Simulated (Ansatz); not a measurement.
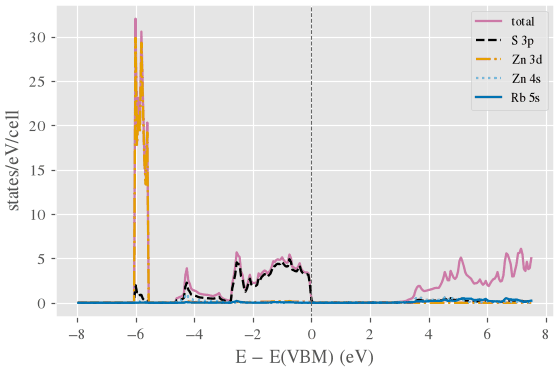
Figure. Total and projected density of states of RbLiZnS2 in space group I-4m2 (No. 119; Rb on 2a, Li on 2d, Zn on 2c, S on 4e), plane-wave PAW PBEsol (Ansatz code)

Problem. Which orbitals carry the states next to the gap?

Solution. Top 1 eV of the valence band: S 3p 92 %. Bottom 1 eV of the conduction band: Zn 4s 25 %, S 3p 16 %, S 3s 16 %, Rb 5s 16 %, outside the projected shells 24 %. Projections are on Löwdin-orthogonalised atomic valence shells; empty p or d shells of many metals are not among them.

Problem. Where is the tallest occupied peak in this window, and what makes it?

Solution. Near -6.0 eV, about 32 states/eV per cell; the largest projected share is Zn 3d.

The first step of the workflow began from a Materials Project structure, measured or hypothetical; the Crystallography Open Database copy checked does not list it. With Li and Zn taken as one species the cell has the higher symmetry I4/mmm, so it may be an ordered model of a mixed-site phase. Whether it is the stable phase at ambient conditions was not checked. Symmetry was held in the PBEsol relaxation; its stability against distortions is not shown here. Spin–orbit coupling is left out wherever it is not named.

Potentials: the later of the program's two PAW sets.
